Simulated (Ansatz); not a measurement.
# BH3O2 (SMILES OBO): RPA@PBE/def2-TZVP

Aim: the vertical ionisation energy of BH3O2 at RPA@PBE/def2-TZVP, from 2 runs. 

The calculation is run with Ansatz 0.2.0.

54 further runs of the same task are left out: 54 set aside as unsound or not needed.

**1. Starting point**

BH3O2: 6 atoms, total charge 0, spin state singlet. As SMILES, `OBO`. Geometry: relaxed at PBE0-D4/def2-TZVP. This is one conformer, not always the lowest.

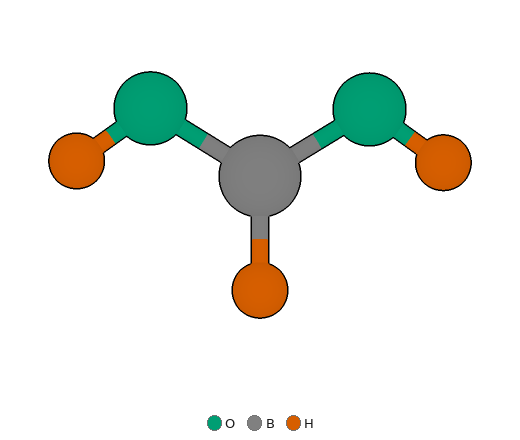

The structure, seen from a chosen angle (oxygen teal, boron grey, hydrogen orange).

**2. A single-point energy at RPA@PBE/def2-TZVP**

The input, input.yaml:

```yaml
crystal:
  periodic: [false, false, false]
  atoms:
    - {symbol: O, position_ang: [-1.176200, -0.524500, -0.251800]}
    - {symbol: B, position_ang: [0.049500, 0.028100, -0.072900]}
    - {symbol: O, position_ang: [0.580600, -0.053800, 1.172500]}
    - {symbol: H, position_ang: [-1.494700, -0.433500, -1.150600]}
    - {symbol: H, position_ang: [0.637800, 0.565600, -0.976100]}
    - {symbol: H, position_ang: [1.445200, 0.354100, 1.232800]}
basis:
  gaussian: {orbitals: def2-TZVP}
magnetization: {spin_polarized: false, initial_magnetization: 0}
hamiltonian: {xc: {name: PBE}}
correlation: {method: rpa, frozen_orbitals: {B: 1, H: 0, O: 1}}
accuracy: high
```

Started as:

```console
$ ansatz run input.yaml --threads 1 --pin off --max-ram 3480MiB --events-out events.jsonl --progress --plain --runs-dir runs
```

The program printed:

```text
Warning: RAYON_NUM_THREADS=1 ignored (pool sized by the plan → 1); use --threads N
Functional definition: PBE
  name "PBE"
  parameter kappa = 0.804
  parameter beta = 0.06672455060314922
  exchange = pbe_x(kappa = kappa, mu = beta*pi^2/3)
  correlation = pbe_c(beta = beta)
1972 factors; integrals over basis functions are off by at most 3.6e-9 eV
mean field evaluation 1: about -4809.0751 eV, gradient 7.6e1 eV
mean field evaluation 2: about -4809.0732 eV, gradient 7.6e1 eV
mean field evaluation 4: about -4818.0745 eV, gradient 1.2e1 eV
mean field evaluation 8: about -4818.4247 eV, gradient 1.6e-1 eV
mean field evaluation 16: about -4818.4248 eV, gradient 2.4e-7 eV
mean field -4818.42476156 eV, -177.0738439418 hartree, gradient 2.8e-8 eV, S^2 0.000000; 0 other end points of the search recorded, 0 dependent functions left out
3 core orbitals not correlated: weight in the atoms' cores, before any rotation towards them, 1.000 or more for the frozen orbitals, at most 0.000 for the correlated occupied ones
reference -4797.57936232 eV, -176.3077896493 hartree; 9, 9 occupied and 99, 99 virtual orbitals, 1972 factors
Total energy: -4821.93184290 eV, -177.2027268037 hartree
```

Wall time 4.8 s (1 thread of AMD EPYC 9R45 (Zen 5), shared host); peak memory 0.41 GiB.

**3. The doublet cation**

The input, in.yaml:

```yaml
crystal:
  periodic: [false, false, false]
  atoms:
    - {symbol: O, position_ang: [-1.176200, -0.524500, -0.251800]}
    - {symbol: B, position_ang: [0.049500, 0.028100, -0.072900]}
    - {symbol: O, position_ang: [0.580600, -0.053800, 1.172500]}
    - {symbol: H, position_ang: [-1.494700, -0.433500, -1.150600]}
    - {symbol: H, position_ang: [0.637800, 0.565600, -0.976100]}
    - {symbol: H, position_ang: [1.445200, 0.354100, 1.232800]}
basis:
  gaussian: {orbitals: def2-TZVP}
total_charge: 1
hamiltonian: {xc: {name: PBE}}
magnetization: {spin_polarized: true, initial_magnetization: 1}
correlation: {method: rpa, frozen_orbitals: {B: 1, H: 0, O: 1}}
accuracy: high
```

Started as:

```console
$ ansatz run in.yaml --threads 1 --pin off --max-ram 3480MiB --events-out events.jsonl --progress --plain --runs-dir runs
```

The program printed, shortened:

```text
Warning: RAYON_NUM_THREADS=1 ignored (pool sized by the plan → 1); use --threads N
[... 2 set-up lines as earlier in the session ...]
[...]
1972 factors; integrals over basis functions are off by at most 3.6e-9 eV
[...]
mean field -4807.01640123 eV, -176.6545944323 hartree, gradient 2.8e-8 eV, S^2 0.753040; 4 other end points of the search recorded, 0 dependent functions left out
3 core orbitals not correlated: weight in the atoms' cores, before any rotation towards them, 1.000 or more for the frozen orbitals, at most 0.000 for the correlated occupied ones
reference -4785.37211048 eV, -175.8591814185 hartree; 9, 8 occupied and 99, 100 virtual orbitals, 1972 factors
Total energy: -4810.05388022 eV, -176.7662197264 hartree
```

Wall time 17 s (1 thread of AMD EPYC 9R45 (Zen 5), shared host); peak memory 0.54 GiB.

**4. What came out**

Level: RPA@PBE/def2-TZVP, 3 core orbitals frozen.

| quantity | value |
| --- | --- |
| singlet BH3O2: total energy | -177.20273 Eh |
| singlet BH3O2: RPA correlation energy (valence) | -894.9 mEh |
| doublet cation: total energy | -176.76622 Eh |
| doublet cation: RPA correlation energy (valence) | -907.0 mEh |
| doublet cation: ⟨S²⟩ of the reference determinant | 0.753 |
| vertical ionisation energy (to the doublet cation) | 11.878 eV |

**Reading.** The vertical ionisation energy comes to 11.88 eV (1146 kJ/mol).
